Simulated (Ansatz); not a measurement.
CH3Ag: several calculations on one system

### Relaxation

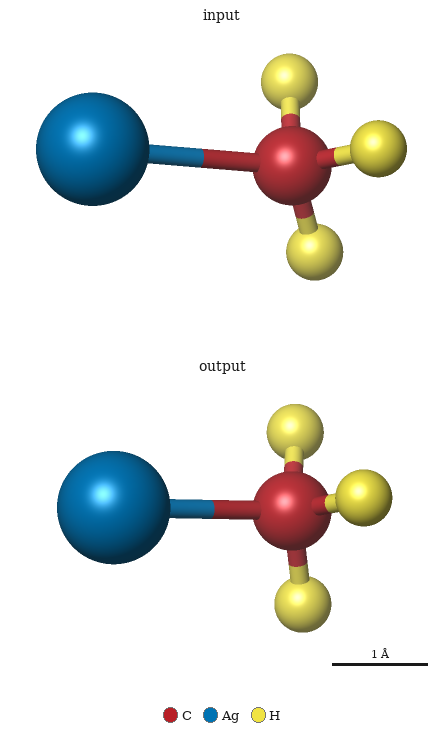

The structure of CH3Ag (coarse preliminary run) before (top) and after (bottom) a relaxation, at one scale.

The picture is a ball-and-stick view, seen at a tilt.

Theory: Ansatz, RKS PBE-D4/def2-SVP. Settings: force threshold 0.03 eV/Å; at most 250 steps.

### Summarise the run.

The optimiser took 5 steps. The atom that moves furthest after the best rigid fit is the Ag atom (0.23 Å). Largest moves by element: Ag 0.23 Å, H 0.17 Å, C 0.07 Å. Among the contacts that change: Ag–C 2.286 → 2.081 Å, C–H 1.153 → 1.106 Å, C–H 1.130 → 1.106 Å, C–H 1.086 → 1.106 Å. Among the angles between lasting bonds that change: Ag–C–H 118.7° → 107.7°, Ag–C–H 117.4° → 107.6°, Ag–C–H 99.4° → 107.6°. The run took roughly 4 core-seconds on a shared host.

### A change

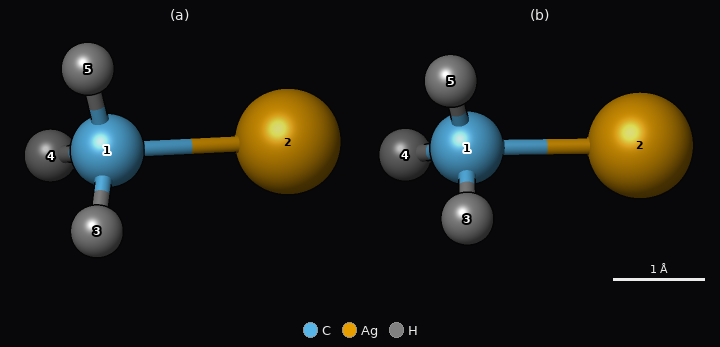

Left: CH3Ag. Right: the same structure after one change, at the same scale. Style: ball-and-stick. Shown from a free direction.

Theory: RKS PBE0-D4/def2-TZVPP (Ansatz). 

Q: What was changed?

A: All atoms are moved at random (σ = 0.12 Å) from the PBE0-D4/def2-TZVP minimum.

Q: How do the computed properties respond?

A: Energy change: +16.3 kcal/mol. The largest force is 4.5 eV/Å, on H5. The forces point partly back along the displacements (cosine −0.66). At other levels of theory the same distortion costs 17.4 kcal/mol (RKS PBE-D4/def2-TZVPP), 15.6 kcal/mol (RKS r2SCAN-D4/def2-TZVPP), 16.3 kcal/mol (RKS wB97M-V/def2-TZVPP), 16.2 kcal/mol (RHF-CCSD(T), frozen core/def2-TZVPP). Among the bonded contacts that change: C1–Ag2 2.086 → 1.955 Å, C1–H5 1.089 → 0.994 Å, C1–H4 1.089 → 1.003 Å, C1–H3 1.089 → 1.021 Å. Bond angles that change, for instance: Ag2–C1–H4 107.9° → 120.4°, H3–C1–H5 111.0° → 98.7°.

### Distortion

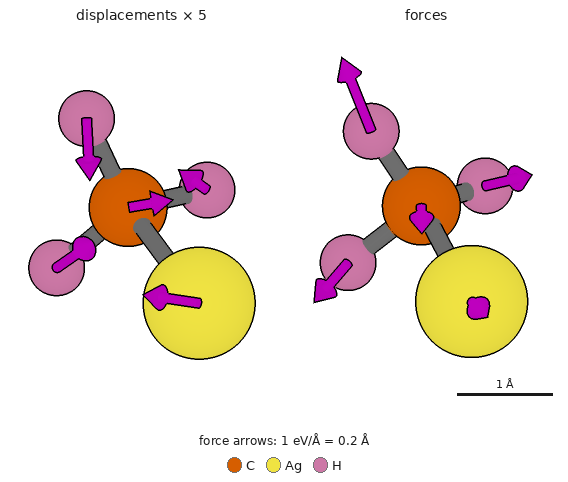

Left: CH3Ag, with purple arrows for the displacements applied to it. Right: the displaced structure with the computed forces. Style: ball-and-stick. Shown from a free direction.

Method: Ansatz 0.2.0, RKS PBE0-D4/def2-TZVPP. 

Q: Where do the forces point?

A: All atoms are moved at random (σ = 0.12 Å) from the PBE0-D4/def2-TZVP minimum. It costs 68.4 kJ/mol. The largest force is 4.5 eV/Å, on an H atom. The forces point partly back along the displacements (cosine −0.66). At other levels of theory the same distortion costs 72.6 kJ/mol (RKS PBE-D4/def2-TZVPP), 65.4 kJ/mol (RKS r2SCAN-D4/def2-TZVPP), 68.1 kJ/mol (RKS wB97M-V/def2-TZVPP), 67.7 kJ/mol (RHF-CCSD(T), frozen core/def2-TZVPP). Among the bonded contacts that change: Ag–C 2.086 → 1.955 Å, C–H 1.089 → 0.994 to 1.021 Å. Bond angles that change, for instance: Ag–C–H 107.9° → 120.4°, H–C–H 111.0° → 98.7°.
